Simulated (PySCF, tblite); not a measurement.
# C₆H₈FOSi radical: geometry, infrared bands and EPR parameters

Aim: predict the infrared bands and EPR parameters of C₆H₈FOSi radical (`[C]#C[C@@H]1COC[C@H](F)[SiH2]1`).

Computed with tblite 0.8.0 and PySCF 2.14.0, with density-fitted response routines of our own, on a single molecule in the gas phase. Atoms count from 0, in the outputs and in this text.

**1. The molecule as given**

17 atoms, charge 0, multiplicity 2; geometry from: force field or distance geometry start.

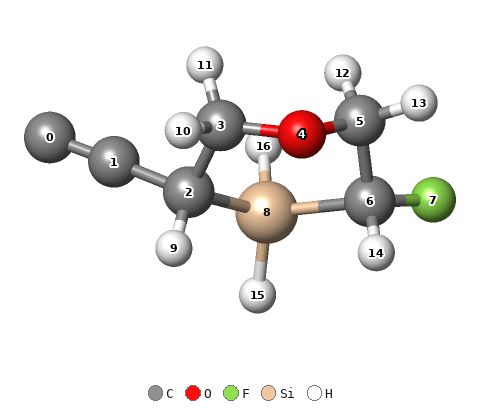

As it starts; carbon grey, oxygen red, fluorine green, silicon light orange, hydrogen white, atoms numbered.

**2. Optimising the geometry with GFN2-xTB**

The job: settings as JSON, then the geometry in Å.

```
{"job": {"kind": "relax", "xc": "GFN2-xTB", "basis": "xTB"}, "charge": 0, "multiplicity": 2}
C      3.481500     0.457900    -1.080900
C      2.454800     0.341600    -0.412300
C      1.257700     0.181600     0.437700
C      0.752900    -1.219100     0.303800
O     -0.552700    -1.416900     0.706900
C     -1.507600    -0.872700    -0.136300
C     -1.677000     0.594800     0.254400
F     -2.719800     1.202600    -0.370500
Si    -0.026800     1.360200    -0.253600
H      1.511400     0.431000     1.467700
H      1.374400    -1.834000     1.020300
H      0.998800    -1.601700    -0.689800
H     -1.247600    -0.892900    -1.192600
H     -2.460700    -1.418500     0.008800
H     -1.768000     0.642200     1.373800
H      0.116600     2.720900     0.282700
H      0.005100     1.335100    -1.730000
```

Command:

```
OMP_NUM_THREADS=1 python probes_run.py task.json out
```

This one command runs all jobs of the session in turn.

The log of the run:

```text
step      E/eV     max force
  0    -741.29183    3.380
  1    -741.31128    7.867
  2    -741.52571    1.102
  3    -741.55791    0.494
  4    -741.58790    0.383
  5    -741.61425    0.552
  6    -741.62434    0.284
  7    -741.63087    0.174
  8    -741.63588    0.299
  9    -741.64181    0.364
 10    -741.64891    0.323
 11    -741.65775    0.211
 12    -741.66646    0.210
 13    -741.67243    0.170
 14    -741.67614    0.156
 15    -741.68003    0.139
 16    -741.68470    0.196
 17    -741.68983    0.224
 18    -741.69474    0.228
 19    -741.69919    0.204
 20    -741.70349    0.167
 21    -741.70781    0.205
 22    -741.71187    0.205
 23    -741.71531    0.121
 24    -741.71825    0.263
 25    -741.72115    0.151
 26    -741.72453    0.225
 27    -741.72649    0.205
 28    -741.72803    0.109
 29    -741.72917    0.089
 30    -741.73030    0.113
 31    -741.73143    0.137
 32    -741.73248    0.105
 33    -741.73336    0.071
 34    -741.73428    0.090
 35    -741.73545    0.111
 36    -741.73690    0.102
 37    -741.73826    0.069
 38    -741.73927    0.076
 39    -741.74006    0.075
 40    -741.74081    0.091
 41    -741.74154    0.069
 42    -741.74220    0.050
 43    -741.74278    0.060
 44    -741.74335    0.075
 45    -741.74387    0.060
 46    -741.74420    0.032
 47    -741.74439    0.036
 48    -741.74454    0.053
 49    -741.74476    0.057
 50    -741.74503    0.043
 51    -741.74525    0.030
 52    -741.74539    0.026
 53    -741.74550    0.031
 54    -741.74561    0.026
 55    -741.74574    0.024
 56    -741.74585    0.023
 57    -741.74593    0.028
 58    -741.74601    0.032
 59    -741.74610    0.026
 60    -741.74618    0.021
 61    -741.74624    0.016
 62    -741.74628    0.018
 63    -741.74633    0.019
 64    -741.74640    0.026
 65    -741.74651    0.035
 66    -741.74667    0.038
 67    -741.74684    0.037
 68    -741.74698    0.026
 69    -741.74711    0.029
 70    -741.74722    0.030
 71    -741.74734    0.027
 72    -741.74745    0.033
 73    -741.74753    0.030
 74    -741.74760    0.017
 75    -741.74767    0.019
 76    -741.74774    0.027
 77    -741.74781    0.037
 78    -741.74786    0.032
 79    -741.74789    0.018
 80    -741.74792    0.012
 81    -741.74794    0.017
 82    -741.74797    0.029
 83    -741.74802    0.035
 84    -741.74809    0.031
 85    -741.74814    0.014
 86    -741.74817    0.009
```

It took 0.91 s on 1 thread of AMD EPYC 7B13, shared host.

Relaxation path: (not every step is listed)

| step | energy from step 0 (eV) | largest force (eV/Å) |
| --- | --- | --- |
| 0 | 0.0000 | 3.3803 |
| 1 | -0.0195 | 7.8669 |
| 2 | -0.2339 | 1.1024 |
| 3 | -0.2661 | 0.4936 |
| 4 | -0.2961 | 0.3835 |
| 5 | -0.3224 | 0.5522 |
| 6 | -0.3325 | 0.2837 |
| 7 | -0.3390 | 0.1736 |
| 8 | -0.3441 | 0.2991 |
| 15 | -0.3882 | 0.1387 |
| 22 | -0.4200 | 0.2047 |
| 29 | -0.4373 | 0.0891 |
| 36 | -0.4451 | 0.1023 |
| 43 | -0.4510 | 0.0597 |
| 50 | -0.4532 | 0.0427 |
| 57 | -0.4541 | 0.0281 |
| 64 | -0.4546 | 0.0264 |
| 71 | -0.4555 | 0.0267 |
| 78 | -0.4560 | 0.0324 |
| 81 | -0.4561 | 0.0175 |
| 82 | -0.4561 | 0.0288 |
| 83 | -0.4562 | 0.0353 |
| 84 | -0.4563 | 0.0309 |
| 85 | -0.4563 | 0.0142 |
| 86 | -0.4563 | 0.0087 |

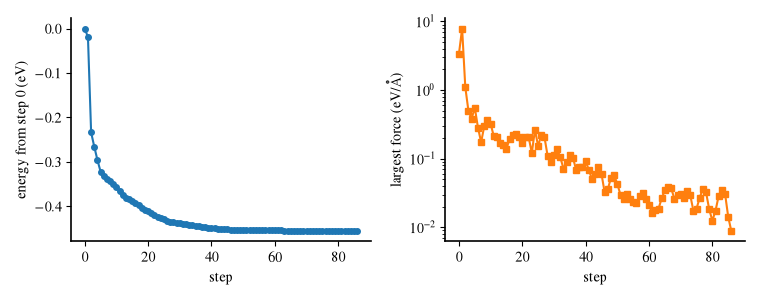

Energy and force, step by step.

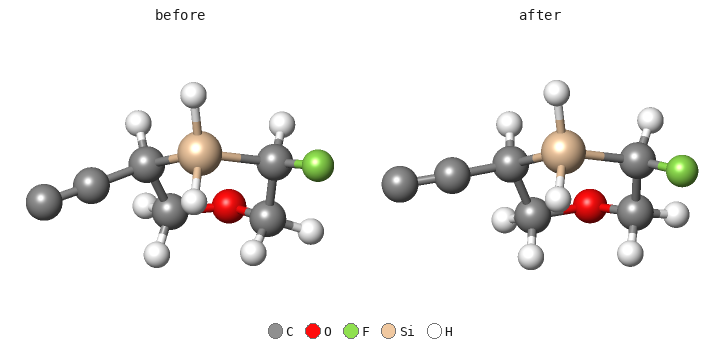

Before and after, at one scale.

Distances of close pairs at the start and the end, largest changes first:

| bond | before (Å) | after (Å) | change (Å) |
| --- | --- | --- | --- |
| C2–Si8 | 1.875 | 1.922 | +0.047 |
| C2–C3 | 1.495 | 1.535 | +0.040 |
| C6–Si8 | 1.889 | 1.927 | +0.038 |
| C3–H10 | 1.130 | 1.094 | -0.037 |
| C3–O4 | 1.381 | 1.410 | +0.029 |
| C6–H14 | 1.124 | 1.096 | -0.029 |
| C6–F7 | 1.359 | 1.386 | +0.027 |
| C0–C1 | 1.231 | 1.205 | -0.026 |

The end geometry stands in the next job.

**3. Infrared spectrum with GFN2-xTB**

The job: settings as JSON, then the geometry in Å.

```
{"job": {"kind": "ir", "xc": "GFN2-xTB", "basis": "xTB"}, "charge": 0, "multiplicity": 2}
C      3.725533     0.420754    -0.566348
C      2.556312     0.455244    -0.277341
C      1.275095     0.204461     0.361143
C      0.796155    -1.235296     0.128178
O     -0.461110    -1.491420     0.711684
C     -1.551473    -0.922069     0.037262
C     -1.630420     0.595187     0.236360
F     -2.705576     1.082229    -0.490714
Si    -0.005579     1.446837    -0.353848
H      1.373699     0.361647     1.440618
H      1.484877    -1.937639     0.606593
H      0.770156    -1.453576    -0.949524
H     -1.504843    -1.138566    -1.040925
H     -2.441590    -1.406113     0.449943
H     -1.856885     0.814883     1.285492
H      0.150316     2.777152     0.228413
H      0.018334     1.438313    -1.816895
```

The log of the run:

```text
mode    cm-1     km/mol
  1      58.0      4.75
  2     115.7      2.48
  3     124.0      5.13
  4     188.0      2.89
  5     237.1     14.61
  6     255.4     19.02
  7     315.1     10.37
  8     325.6     17.70
  9     352.2      6.46
 10     376.6      1.31
 11     416.1      5.30
 12     494.1     51.48
 13     530.0      2.58
 14     552.7     12.00
 15     655.2      1.67
 16     662.9     22.35
 17     671.2    270.11
 18     752.0    202.90
 19     943.0     21.65
 20     950.4      2.19
 21     987.9     29.45
 22    1005.1     29.82
 23    1029.6     97.53
 24    1045.9     19.02
 25    1053.4     11.54
 26    1092.3     39.81
 27    1109.3     94.43
 28    1160.1      7.56
 29    1214.6     15.60
 30    1247.3     20.75
 31    1260.7     10.76
 32    1274.5     21.99
 33    1322.6      1.09
 34    1332.7     15.62
 35    1462.0      0.09
 36    1468.1      4.19
 37    2112.5    402.57
 38    2287.8    240.00
 39    2305.8    281.34
 40    2871.2     47.43
 41    2874.5     31.48
 42    2915.1      1.02
 43    2920.1     64.91
 44    2960.2     17.37
 45    2961.7     19.88
```

Wall time 0.97 s (1 thread of AMD EPYC 7B13, shared host).

Which atoms move in the most intense modes:

| cm⁻¹ | km/mol | atoms |
| --- | --- | --- |
| 671 | 270.1 | H16 36 %, H15 26 %, Si8 25 % |
| 752 | 202.9 | H16 51 %, H15 43 % |
| 1030 | 97.5 | C6 47 %, F7 26 % |
| 1109 | 94.4 | O4 41 %, C5 24 %, C3 16 % |
| 2112 | 402.6 | C1 55 %, C0 44 % |
| 2288 | 240.0 | H16 97 % |
| 2306 | 281.3 | H15 97 % |
| 2920 | 64.9 | H14 66 %, H9 25 % |

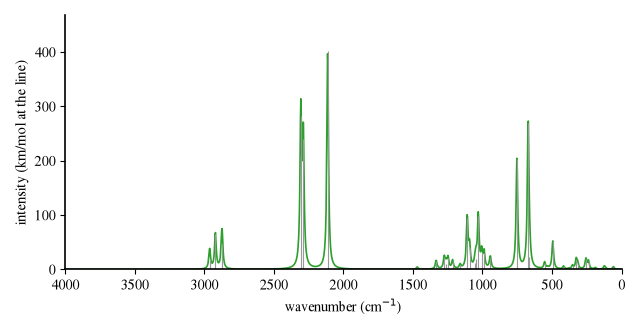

The infrared spectrum from these modes, unscaled. Lines are broadened to a width of 14 cm⁻¹ (Lorentzian).

**4. g tensor and hyperfine couplings: B3LYP/pcH-1**

Same as in step 3 but for these lines:

```diff
@@ -1,2 +1,2 @@
-{"job": {"kind": "ir", "xc": "GFN2-xTB", "basis": "xTB"}, "charge": 0, "multiplicity": 2}
+{"job": {"kind": "epr", "basis": "pcH-1"}, "charge": 0, "multiplicity": 2}
 C      3.725533     0.420754    -0.566348
```

Method: UKS B3LYP, pcH-1 on C F H O Si, non-relativistic, mean-field spin-orbit, GIAO.

The log of the run:

```text
UKS, coarse grid
  cycle   1  E = -697.67187586  |g| = 5.94e-01
  cycle   2  E = -697.29288440  |g| = 1.06e+00
  cycle   3  E = -697.79354762  |g| = 2.84e-01
  cycle   4  E = -697.82915903  |g| = 1.28e-01
  cycle   5  E = -697.83779033  |g| = 3.78e-02
  cycle   6  E = -697.83861039  |g| = 1.65e-02
  cycle   7  E = -697.83888018  |g| = 8.68e-03
  cycle   8  E = -697.83896723  |g| = 6.37e-03
  cycle   9  E = -697.83902160  |g| = 4.44e-03
  cycle  10  E = -697.83906916  |g| = 3.29e-03
  cycle  11  E = -697.83910432  |g| = 1.83e-03
  cycle  12  E = -697.83912273  |g| = 1.09e-03
  cycle  13  E = -697.83912925  |g| = 4.04e-04
UKS, final grid
  cycle   1  E = -697.83915158  |g| = 4.94e-04
  cycle   2  E = -697.83915112  |g| = 1.27e-03
  cycle   3  E = -697.83915196  |g| = 1.98e-04
  cycle   4  E = -697.83915205  |g| = 2.16e-04
  cycle   5  E = -697.83915229  |g| = 1.30e-04
  cycle   6  E = -697.83915237  |g| = 8.22e-05
  cycle   7  E = -697.83915240  |g| = 3.99e-05
  cycle   8  E = -697.83915240  |g| = 1.58e-05
E = -697.83915240 Eh   <S^2> = 0.7574 (exact 0.7500)
g shifts (ppm)      1          2          3
  rmc          -162       -162       -162
  gc              6         -5         29
  oz_so        -347        863       3365
  total        -503        697       3232
hyperfine (MHz)  atom isotope    a_iso     a_fc   dipolar eigenvalues
    0   13C     496.01     495.93    -68.34    -50.83    119.17
    1   13C      54.17      54.16    -37.52    -19.96     57.48
    2   13C      -1.64      -1.64     -6.14     -5.19     11.34
    3   13C      -4.17      -4.17     -0.66     -0.23      0.89
    4   17O       0.25       0.25     -0.22     -0.10      0.32
    5   13C      -0.68      -0.68     -0.18     -0.15      0.33
    6   13C      12.54      12.53     -1.76     -1.63      3.39
    7   19F      10.82      10.64    -14.77    -12.85     27.61
    8  29Si     -20.33     -20.36    -12.63      5.84      6.79
    9    1H      11.35      11.35     -3.73     -2.64      6.37
   10    1H       5.91       5.91     -1.81     -1.53      3.35
   11    1H       0.65       0.65     -1.82     -1.24      3.06
   12    1H       0.93       0.93     -0.71     -0.36      1.07
   13    1H       0.81       0.81     -0.43     -0.28      0.71
   14    1H       1.46       1.46     -0.96     -0.31      1.27
   15    1H       0.13       0.12     -1.49     -0.51      2.01
   16    1H      -1.65      -1.65     -1.86     -0.58      2.44
```

Run time: 1.9 min. Hardware: 1 thread of AMD EPYC 7B13, shared host; peak memory 1.1 GiB.

Principal g values 2.00182, 2.00302, 2.00555; g(iso) = 2.00346, against 2.00232 for a free electron.

Hyperfine couplings, nucleus by nucleus at this fixed geometry (no averaging over rotations):

| nuclei | isotope | a(iso) (MHz) | a(iso) (G, at g = 2.0023) | largest dipolar term (MHz) |
| --- | --- | --- | --- | --- |
| C0 | 13C | 496.0 | 177.0 | 119.2 |
| C1 | 13C | 54.2 | 19.3 | 57.5 |
| Si8 | 29Si | -20.3 | -7.3 | -12.6 |
| C6 | 13C | 12.5 | 4.5 | 3.4 |
| H9 | 1H | 11.4 | 4.1 | 6.4 |
| F7 | 19F | 10.8 | 3.9 | 27.6 |
| H10 | 1H | 5.9 | 2.1 | 3.3 |
| C3 | 13C | -4.2 | -1.5 | 0.9 |
| H16 | 1H | -1.6 | -0.6 | 2.4 |
| C2 | 13C | -1.6 | -0.6 | 11.3 |
| H14 | 1H | 1.5 | 0.5 | 1.3 |
| H12 | 1H | 0.9 | 0.3 | 1.1 |
| H13 | 1H | 0.8 | 0.3 | 0.7 |
| C5 | 13C | -0.7 | -0.2 | 0.3 |

Mulliken spin populations:

C0 0.78; C1 0.13; C2 0.03; C3 0.00; O4 0.00; C5 0.00; C6 0.02; F7 0.01; Si8 0.03; H9 0.00; H10 0.00; H11 0.00; H12 0.00; H13 0.00; H14 0.00; H15 0.00; H16 0.00

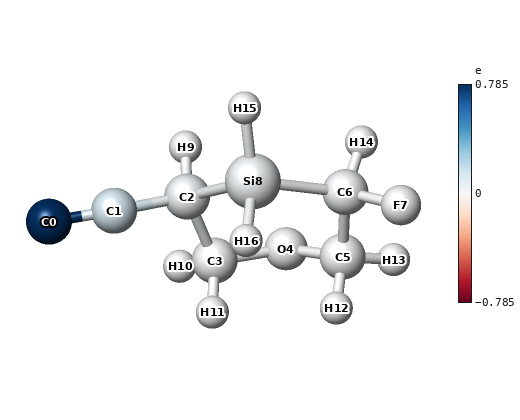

Mulliken spin populations, as colours on the atoms.

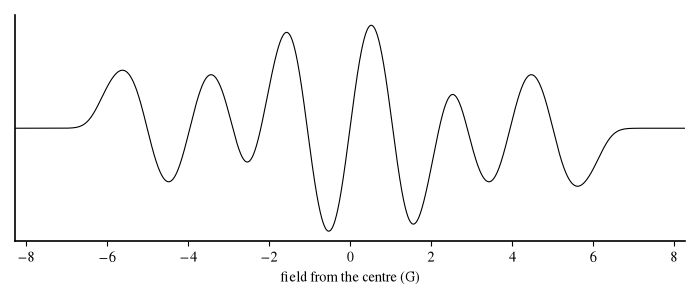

First-order isotropic spectrum (first derivative, main isotopes with spin only, couplings over 0.8 MHz, Gaussian width 0.3 G; couplings of the frozen geometry, rotation of groups not averaged beyond the rows shown).

The fields below are evaluated on a grid from the run's orbitals.

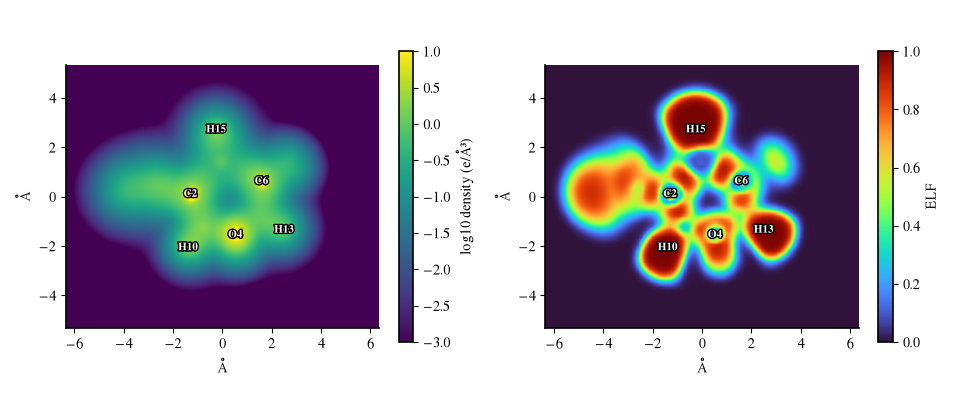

Density (left) and ELF (right) in a plane through or near 6 of the atoms.

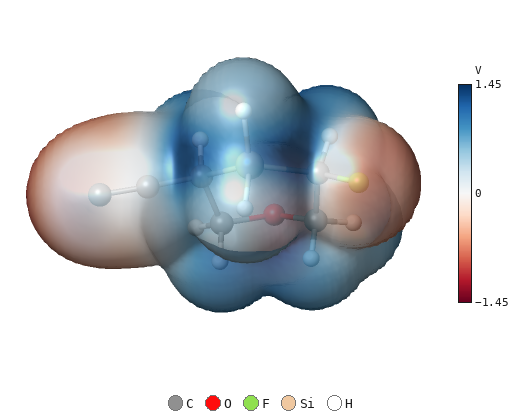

The potential that a unit positive charge feels on the 0.002 e/bohr³ surface, from -1.09 V near C0 to 1.45 V near H15.

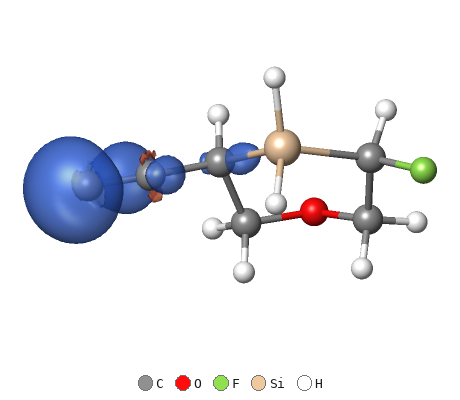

Spin density at ±0.04 e/Å³ (alpha excess blue, beta excess red).

**5. Summary of results**

| quantity | value |
| --- | --- |
| strongest single infrared mode (GFN2-xTB) | 2112 cm⁻¹, 403 km/mol |
| zero-point energy (GFN2-xTB) | 74.7 kcal/mol |
| g(iso) (B3LYP) | 2.00346 |
| ⟨S²⟩ | 0.757 (exact 0.75) |
| largest a(iso) | 13C on C0, 496.0 MHz |
| potential on the surface of density 0.002 e/bohr³, 1st and 99th percentile | -1.09 V and 1.45 V |

In words: Relaxing lowered the energy by 0.456 eV in 86 steps; the close pair that moved most is C2–Si8, from 1.875 to 1.922 Å. No mode is imaginary among the 45: a minimum at this level. The strongest single mode, at 2112 cm⁻¹, moves mainly C1 and C0. GFN2-xTB is a fitted tight-binding method: band positions and strengths are rough. Its intensities can rank the bands wrongly. C0 carries the largest spin population, 0.78 e. The isotropic g lies 1.1 ppt above the free-electron value. These values are for one conformer; the search (at its own cheap level) found 2 more, at 0.01, 3.65 kcal/mol (those within 0.05 may be mirror or relabelled copies), and measured spectra average over such forms.
